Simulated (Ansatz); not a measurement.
# Si3H8 (trisilane): levels of theory compared

Wanted: a comparison of 6 runs (HF/6-31G*, BHLYP/6-31G*, BLYP/6-31G*, CAM-B3LYP/6-31G*, PBE0/6-31G*, MP2/6-31G*) of Si3H8 (trisilane). 

The calculation is run with Ansatz 0.2.0.

34 further runs of the same task are left out: 34 set aside as unsound or not needed.

## (1) Starting point

The species is Si3H8 (11 atoms), meant as a singlet with charge 0. SMILES: `[SiH3][SiH2][SiH3]`. The Si1–Si2 distance was set to 2.689 Å, away from the relaxed value.

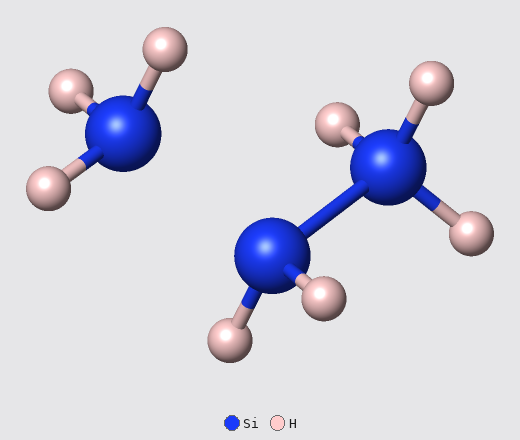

The structure, seen from a chosen angle (silicon blue, hydrogen pink).

## (2) A single-point energy at HF/6-31G(d) (spherical functions) (run 1)

Contents of input.yaml:

```yaml
crystal:
  periodic: [false, false, false]
  atoms:
    - {symbol: Si, position_ang: [-1.417083, 1.692868, -0.559616]}
    - {symbol: Si, position_ang: [-0.462570, -0.807300, -0.296320]}
    - {symbol: Si, position_ang: [1.631930, -0.774400, 0.742750]}
    - {symbol: H, position_ang: [-2.750363, 1.693858, -1.219466]}
    - {symbol: H, position_ang: [-0.478543, 2.506578, -1.378416]}
    - {symbol: H, position_ang: [-1.547053, 2.326228, 0.780294]}
    - {symbol: H, position_ang: [-0.343400, -1.440160, -1.640160]}
    - {symbol: H, position_ang: [-1.410380, -1.620800, 0.516390]}
    - {symbol: H, position_ang: [1.515950, -0.154940, 2.090430]}
    - {symbol: H, position_ang: [2.583820, 0.031780, -0.068050]}
    - {symbol: H, position_ang: [2.179610, -2.149160, 0.894770]}
basis:
  gaussian: {orbitals: 6-31G_st_-spherical.json}
hamiltonian: {xc: hf}
accuracy: high
output: {orbitals: {seedname: orbitals}}
```

The basis set 6-31G* is read from a file made from the Basis Set Exchange's data (not shown).

Command:

```sh
$ ansatz run input.yaml --threads 1 --pin off --max-ram 3480MiB --events-out events.jsonl --progress --plain --runs-dir runs
```

Output:

```text
Warning: RAYON_NUM_THREADS=1 ignored (pool sized by the plan → 1); use --threads N
Functional definition: HF
  name "HF"
  exchange = exact_x
  correlation = 0
1609 factors; integrals over basis functions are off by at most 3.8e-9 eV
mean field evaluation 1: about -23709.6465 eV, gradient 1.4e1 eV
mean field evaluation 2: about -23709.7620 eV, gradient 1.4e1 eV
mean field evaluation 4: about -23711.0757 eV, gradient 5.6e-1 eV
mean field evaluation 8: about -23711.0784 eV, gradient 9.3e-5 eV
mean field -23711.07843511 eV, -871.3660605441 hartree, gradient 6.0e-8 eV, S^2 0.000000; 0 other end points of the search recorded, 0 dependent functions left out
reference -23711.07843511 eV, -871.3660605441 hartree; 25, 25 occupied and 45, 45 virtual orbitals, 1609 factors
Total energy: -23711.07843511 eV, -871.3660605441 hartree
```

It took 1.1 s on 1 thread of AMD EPYC 9R45 (Zen 5), shared host; peak memory 0.18 GiB.

## (3) The energy at BHLYP/6-31G(d) (spherical functions) (run 2)

Contents of job.yaml:

```yaml
crystal:
  periodic: [false, false, false]
  atoms:
    - {symbol: Si, position_ang: [-1.417083, 1.692868, -0.559616]}
    - {symbol: Si, position_ang: [-0.462570, -0.807300, -0.296320]}
    - {symbol: Si, position_ang: [1.631930, -0.774400, 0.742750]}
    - {symbol: H, position_ang: [-2.750363, 1.693858, -1.219466]}
    - {symbol: H, position_ang: [-0.478543, 2.506578, -1.378416]}
    - {symbol: H, position_ang: [-1.547053, 2.326228, 0.780294]}
    - {symbol: H, position_ang: [-0.343400, -1.440160, -1.640160]}
    - {symbol: H, position_ang: [-1.410380, -1.620800, 0.516390]}
    - {symbol: H, position_ang: [1.515950, -0.154940, 2.090430]}
    - {symbol: H, position_ang: [2.583820, 0.031780, -0.068050]}
    - {symbol: H, position_ang: [2.179610, -2.149160, 0.894770]}
basis:
  gaussian:
    orbitals: 6-31G_st_-spherical.json
hamiltonian:
  xc: {name: BHLYP}
accuracy: high
output: {orbitals: {seedname: orbitals}}
```

The basis set 6-31G* is read from a file made from the Basis Set Exchange's data (not shown).

Command:

```sh
$ ansatz run job.yaml --threads 1 --pin off --max-ram 3480MiB --events-out events.jsonl --progress --plain --runs-dir runs
```

Output:

```text
Warning: RAYON_NUM_THREADS=1 ignored (pool sized by the plan → 1); use --threads N
Functional definition: BHLYP
  name "BHLYP"
  parameter a = 0.5
  exchange = (1 - a)*b88_x + a*exact_x
  correlation = lyp_c
1609 factors; integrals over basis functions are off by at most 3.8e-9 eV
mean field evaluation 1: about -23759.9178 eV, gradient 7.8e0 eV
mean field evaluation 2: about -23760.1983 eV, gradient 1.9e0 eV
mean field evaluation 4: about -23760.2122 eV, gradient 7.1e-1 eV
mean field evaluation 8: about -23760.6645 eV, gradient 1.0e-2 eV
mean field evaluation 16: about -23760.6646 eV, gradient 2.2e-6 eV
mean field -23760.66464787 eV, -873.1883202522 hartree, gradient 6.1e-8 eV, S^2 0.000000; 0 other end points of the search recorded, 0 dependent functions left out
reference -23760.66468311 eV, -873.1883215474 hartree; 25, 25 occupied and 45, 45 virtual orbitals, 1609 factors
Total energy: -23760.66468311 eV, -873.1883215474 hartree
```

It took 3.6 s on 1 thread of AMD EPYC 9R45 (Zen 5), shared host; peak memory 0.24 GiB.

Runs 3 to 5 aren't shown in full; the table further down has their settings and results.

## (4) The energy at MP2/6-31G(d) (spherical functions) (run 6)

Edit input.yaml of step 2 so:

```diff
@@ -15,5 +15,7 @@
 basis:
-  gaussian: {orbitals: 6-31G_st_-spherical.json}
-hamiltonian: {xc: hf}
+  gaussian:
+    orbitals: 6-31G_st_-spherical.json
 accuracy: high
-output: {orbitals: {seedname: orbitals}}
+correlation:
+  method: mp2
+  frozen_orbitals: {H: 0, Si: 5}
```

The basis set 6-31G* is read from a file made from the Basis Set Exchange's data (not shown).

Command:

```sh
$ ansatz run input.yaml --threads 1 --pin off --max-ram 3480MiB --events-out events.jsonl --progress --plain --runs-dir runs
```

Output:

```text
Warning: RAYON_NUM_THREADS=1 ignored (pool sized by the plan → 1); use --threads N
Functional definition: HF
  name "HF"
  exchange = exact_x
  correlation = 0
1609 factors; integrals over basis functions are off by at most 3.8e-9 eV
mean field evaluation 1: about -23709.6465 eV, gradient 1.4e1 eV
mean field evaluation 2: about -23709.7620 eV, gradient 1.4e1 eV
mean field evaluation 4: about -23711.0757 eV, gradient 5.6e-1 eV
mean field evaluation 8: about -23711.0784 eV, gradient 9.3e-5 eV
mean field -23711.07843511 eV, -871.3660605441 hartree, gradient 6.0e-8 eV, S^2 0.000000; 0 other end points of the search recorded, 0 dependent functions left out
15 core orbitals not correlated: weight in the atoms' cores, before any rotation towards them, 1.000 or more for the frozen orbitals, at most 0.000 for the correlated occupied ones
reference -23711.07843511 eV, -871.3660605441 hartree; 10, 10 occupied and 45, 45 virtual orbitals, 1609 factors
second order -6.45898491 eV of doubles, -0.00000000 eV of singles
Total energy: -23717.53742002 eV, -871.6034238614 hartree
```

It took 1.1 s on 1 thread of AMD EPYC 9R45 (Zen 5), shared host; peak memory 0.18 GiB.

## (5) Overview of the runs

| run | level | frozen core orbitals | energy (Eh) | HOMO energy (eV) | LUMO energy (eV) | HOMO–LUMO gap (eV) | wall time |
| --- | --- | --- | --- | --- | --- | --- | --- |
| 1 | HF/6-31G* (spherical functions) | – | -871.366061 | -9.81 | 2.56 | 12.37 | 1.1 s |
| 2 | BHLYP/6-31G* (spherical functions) | – | -873.188322 | -8.42 | 0.31 | 8.73 | 3.6 s |
| 3 | BLYP/6-31G* (spherical functions) | – | -873.155722 | -6.36 | -1.22 | 5.13 | 2.6 s |
| 4 | CAM-B3LYP/6-31G* (spherical functions) | – | -873.195930 | -8.71 | 0.45 | 9.16 | 3.9 s |
| 5 | PBE0/6-31G* (spherical functions) | – | -872.820670 | -7.60 | -0.63 | 6.97 | 3.3 s |
| 6 | MP2/6-31G* (spherical functions) | 15 | -871.603424 | – | – | – | 1.1 s |

## (6) Summary of results

| quantity | value |
| --- | --- |
| run 6: total energy | -871.60342 Eh |
| run 6: correlation energy (15 core orbitals frozen) | -237.4 mEh |

What this shows: Over runs 1, 2, 3, 4, 5 the HOMO–LUMO gap runs from 5.13 eV (BLYP/6-31G*) to 12.37 eV (HF/6-31G*). Exact exchange widens orbital gaps. Totals of different functionals can't be ranked against each other. All runs together took 16 s, the longest 3.9 s.
